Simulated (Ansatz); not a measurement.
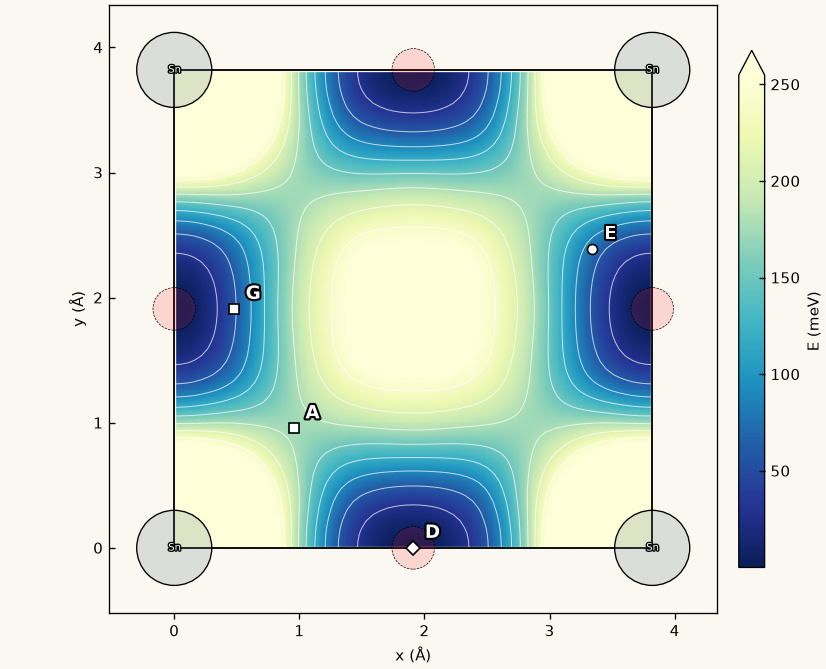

Cu on a two-dimensional sheet of SnO (4 atoms of substrate and one adsorbate in a 1 × 1 cell). Cu is moved over the surface cell at a fixed height above a rigid substrate; the origin of the map has the adsorbate above Sn4; the height is held at 2.20 Å. Places are given modulo a cell vector. The map is drawn in real space over the plane of the surface. The scan uses an 8 × 8 grid; 15 points were computed and 49 follow by symmetry. Energies are in meV, from the lowest grid point. With one adsorbate in each 1 × 1 cell, its nearest image is 3.8 Å away, so neighbouring adsorbates interact. At a fixed height the lowest place need not be the adsorption site. The calculation used DFT PBE+D3(BJ), scalar-relativistic, plane waves, PAW (Ansatz 0.2.0). Settings: cutoff 420 eV, k-mesh 7×7×1, gaussian smearing 0.05 eV, spin-polarised.

In the figure: a smooth colour map with a few white contour lines, labelled circles for the atoms of the top layer and small ones for the second layer, the outline of one cell of the plane, one colour for all values above the top of the scale, lettered points. Between grid points the surface is interpolated.

**What kind of point is each of A, D, G: minimum, saddle, maximum or slope?**

A: saddle point; D: minimum; G: on a slope. (In these two coordinates alone; a stationary point may lie a little off the grid point.)

**Rank the lettered points by energy, lowest first.**

D (0 meV), G (56 meV), E (77 meV), A (175 meV).

PAW datasets: the set soft_1.
